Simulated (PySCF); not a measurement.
# C3H9P2: the cost of one run

Computed with PySCF 2.14.0 and routines of our own; the level stands in each step. Atoms count from 0.

### Step 1. The starting structure

14 atoms, charge 1, multiplicity 1; geometry from: GFN2-xTB.

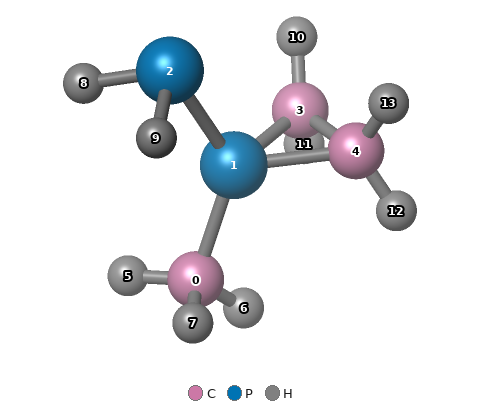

The starting geometry (carbon pink, phosphorus blue, hydrogen grey).

### Step 2. Geometry optimisation at PBE0-D3(BJ)/def2-SVP

What the job is given:

```
{"job": {"xc": "PBE0", "basis": "def2-SVP", "d3": "d3bj", "grid": 1, "kind": "geom"}, "charge": 1, "multiplicity": 1}
C      1.006066    -1.363392    -0.536550
P      0.198634     0.185277     0.021378
P      1.123999     2.095145     0.472545
C     -1.333921    -0.117369     0.934976
C     -1.524770     0.310494    -0.516608
H      1.735516    -1.685506     0.206559
H      0.245124    -2.132514    -0.661337
H      1.514268    -1.192116    -1.485350
H      2.128284     1.500912     1.250595
H      1.900596     2.074064    -0.694922
H     -1.608220     0.595658     1.701757
H     -1.573582    -1.141219     1.192709
H     -1.890073    -0.431514    -1.215195
H     -1.922600     1.301607    -0.692723
```

Command:

```console
$ OMP_NUM_THREADS=1 python excited_run.py task.json out
```

The driver reads the jobs from task.json and runs them one after another.

Q: Estimate the wall time and peak memory of this first job on 1 thread of Intel Xeon 6975P-C, shared host.

About 18 s, with a peak of 0.56 GiB.
